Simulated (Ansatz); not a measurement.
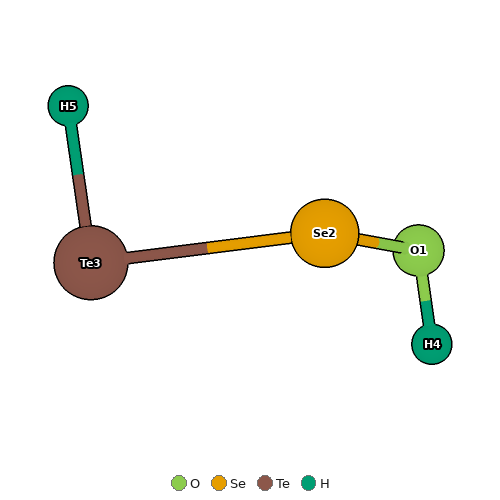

The system is H₂OSeTe, SMILES O[Se][TeH]; the picture shows the reference structure. The first coordinate is: dihedral H4–O1–Se2–Te3; the second: dihedral O1–Se2–Te3–H5. Nothing is relaxed (all other coordinates rigid). The scan uses an 8 × 8 grid; 34 points were computed and 30 follow by symmetry. Energies are in kJ/mol, from the lowest grid point. The calculation used Ansatz, RKS wB97M-V/def2-SVP.

Its coordinates:

```json
{"atom": "O", "x (Å)": "-1.2668", "y (Å)": "-0.7067", "z (Å)": "-0.7070"}
{"atom": "Se", "x (Å)": "-0.5919", "y (Å)": "-0.4222", "z (Å)": "0.9463"}
{"atom": "Te", "x (Å)": "1.3112", "y (Å)": "1.1446", "z (Å)": "0.5061"}
{"atom": "H", "x (Å)": "-1.8735", "y (Å)": "0.0242", "z (Å)": "-0.8915"}
{"atom": "H", "x (Å)": "2.4210", "y (Å)": "-0.0399", "z (Å)": "0.1460"}
```

Range: dihedral H4–O1–Se2–Te3 from −180 to 135°; dihedral O1–Se2–Te3–H5 from −180 to 135°.

> Predict the map.

The lowest grid point is at dihedral H4–O1–Se2–Te3 = −90°, dihedral O1–Se2–Te3–H5 = 90°; the map holds 4 wells of about this depth. The highest grid point, dihedral H4–O1–Se2–Te3 = 0°, dihedral O1–Se2–Te3–H5 = 0°, lies 74.5 kJ/mol above the lowest. On the interpolated surface the easiest way out of the lowest well to a well of about the same depth near dihedral H4–O1–Se2–Te3 = 90°, dihedral O1–Se2–Te3–H5 = 90° passes a barrier of about 19 kJ/mol. Round the minimum the two coordinates are weakly coupled (coupling −0.05 in units of the two stiffnesses).

| dihedral O1–Se2–Te3–H5 ↓, dihedral H4–O1–Se2–Te3 → | −180 | −135 | −90 | −45 | 0 | 45 | 90 | 135 |
| --- | --- | --- | --- | --- | --- | --- | --- | --- |
| 135 | 48.7 | 33.3 | 18.0 | 27.7 | 44.3 | 34.2 | 22.5 | 35.9 |
| 90 | 25.9 | 13.2 | 0.0 | 8.6 | 18.8 | 8.0 | 0.0 | 13.4 |
| 45 | 44.7 | 33.1 | 21.2 | 32.1 | 41.7 | 25.0 | 16.4 | 30.9 |
| 0 | 71.1 | 57.4 | 44.0 | 57.3 | 74.5 | 57.3 | 44.0 | 57.4 |
| −45 | 44.7 | 30.9 | 16.4 | 25.0 | 41.7 | 32.1 | 21.2 | 33.1 |
| −90 | 25.9 | 13.4 | 0.0 | 8.0 | 18.8 | 8.6 | 0.0 | 13.2 |
| −135 | 48.7 | 35.9 | 22.5 | 34.2 | 44.3 | 27.7 | 18.0 | 33.3 |
| −180 | 74.3 | 58.6 | 43.0 | 56.5 | 74.3 | 56.5 | 43.0 | 58.6 |

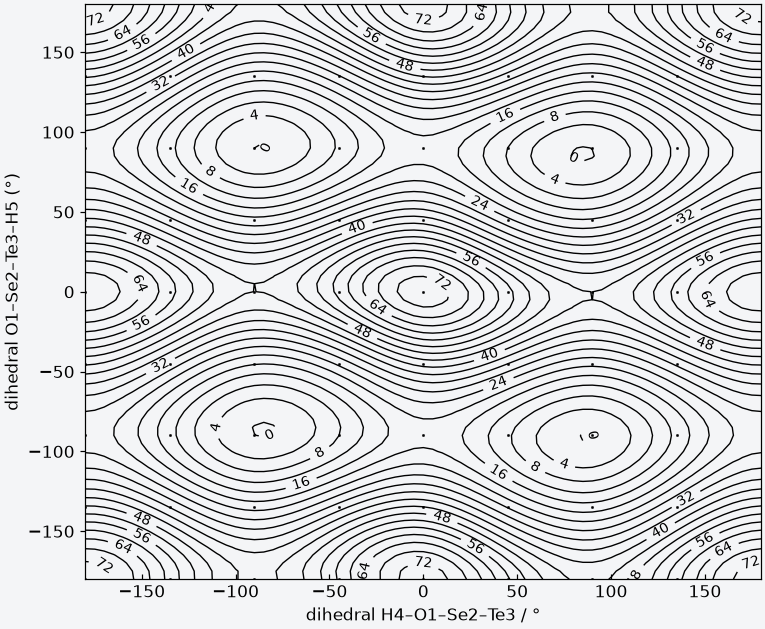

The picture shows contour lines labelled in kJ/mol, dots at the grid points. Between grid points the surface is interpolated.

Time for the 34 points that were run: 6.2 min on 1 thread of Intel(R) Xeon(R) Platinum 8488C (Sapphire Rapids), on a shared host.
